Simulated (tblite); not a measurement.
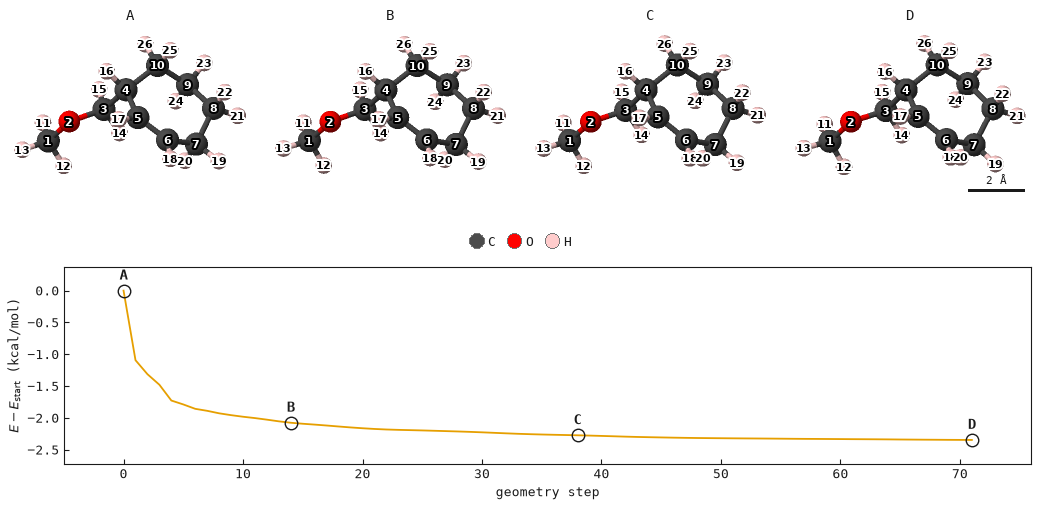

Frames of a relaxation of C₉H₁₆O, marked on the history of the run. A ball-and-stick model, seen at a tilt.

These are results of GFN2-xTB geometry optimisation, gas phase (tblite), not measurements. 

Describe the path.

Answer. The energy falls by 2.35 kcal/mol in 71 geometry steps. The largest moves after the best rigid fit, 0.22 Å, are those of H19 and H20. Largest moves by element: H 0.22 Å, C 0.11 Å, O 0.06 Å. Some distances before and after: C1–O2 1.436 → 1.401 Å, C3–C4 1.556 → 1.535 Å, C5–C6 1.340 → 1.324 Å, C4–H16 1.082 → 1.095 Å. Bond angles that change, for instance: C6–C7–C8 116.3° → 113.8°, O2–C1–H13 109.0° → 106.8°, H25–C10–H26 105.2° → 107.4°. From step 0 to 14: H13 moves most (0.09 Å), energy −2.08 kcal/mol. From step 14 to 38: H15 moves most (0.10 Å), energy −0.20 kcal/mol. From step 38 to 71: H19 moves most (0.10 Å), energy −0.07 kcal/mol.

| step | E − E(0), kcal/mol |
| --- | --- |
| 0 | 0.00 |
| 1 | -1.09 |
| 2 | -1.31 |
| 3 | -1.48 |
| 4 | -1.73 |
| 5 | -1.79 |
| 6 | -1.86 |
| 7 | -1.89 |
| 8 | -1.93 |
| 9 | -1.96 |
| 10 | -1.98 |
| 13 | -2.05 |
| 16 | -2.10 |
| 20 | -2.16 |
| 23 | -2.19 |
| 26 | -2.20 |
| 29 | -2.22 |
| 32 | -2.24 |
| 36 | -2.26 |
| 39 | -2.28 |
| 42 | -2.29 |
| 45 | -2.31 |
| 49 | -2.32 |
| 52 | -2.32 |
| 55 | -2.33 |
| 58 | -2.33 |
| 61 | -2.33 |
| 65 | -2.34 |
| 68 | -2.34 |
| 71 | -2.35 |
